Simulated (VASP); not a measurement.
Band structure of Si (space group C2/m). These are r2SCAN meta-GGA, VASP's PBE PAW potentials (set 64) (plane waves; VASP) values and carry that method's errors.

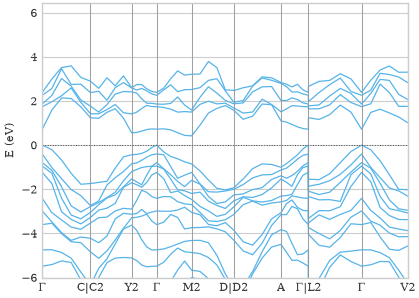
Bands along high-symmetry lines, zero at the valence-band maximum or, without a gap, the Fermi level

Problem. Read the plot: is there a gap, and where are the band edges?

Solution. The gap is indirect, 0.42 eV, from the valence maximum at Γ to the conduction minimum at M2.

The structure comes from a computed database's Si entry (C2/m); how it stands against other phases isn't given here. It was relaxed first.
